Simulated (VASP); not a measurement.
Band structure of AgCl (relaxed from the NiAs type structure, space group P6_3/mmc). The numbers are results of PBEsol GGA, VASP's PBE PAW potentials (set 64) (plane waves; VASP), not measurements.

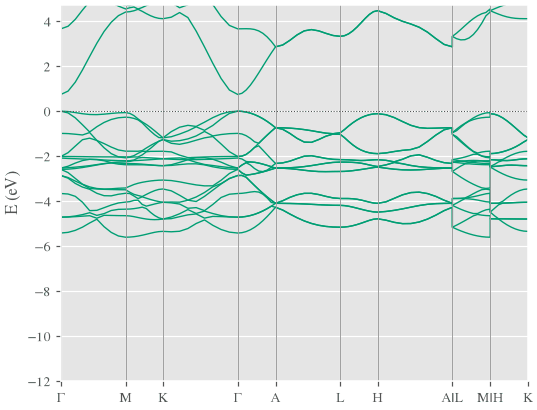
Figure: Bands along high-symmetry lines, zero at the valence-band maximum or, without a gap, the Fermi level

Q: Read the plot: is there a gap, and where are the band edges?

A: The gap is direct, 0.74 eV, from the valence maximum at Γ to the conduction minimum at Γ. (Edges off the drawn lines would not show.)

The structure was generated: AgCl was put into the NiAs type type (P6_3/mmc), which need not be its known phase. It was relaxed first, which changed the volume by +11 %.
